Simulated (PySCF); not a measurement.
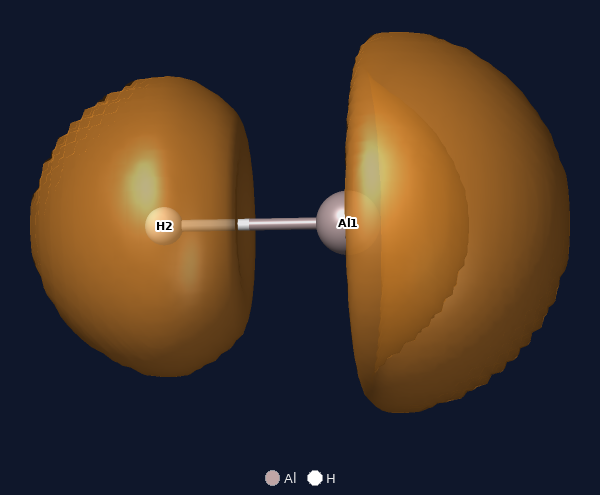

*AlH (charge +1, doublet). Isosurface of the ELF at 0.9 (orange), seen from one side. Core shells and regions of very low density are left out.*

Level of theory: PBE0/def2-TZVP, non-relativistic Hamiltonian with scalar-relativistic core potentials where named, at a bond length of 1.623 Å (PySCF 2.14.0).

```xyz
2

Al    0.0000    0.0000   -0.0584
H     0.0000    0.0000    1.5646
```

**What do the ELF domains correspond to?**

The ELF exceeds this value in one region around a hydrogen nucleus and one lobe on Al, pointing away from the bonds (non-bonding electrons). Profiles from the grid: Al–H (1.62 Å): the ELF climbs to about 1 towards the hydrogen.
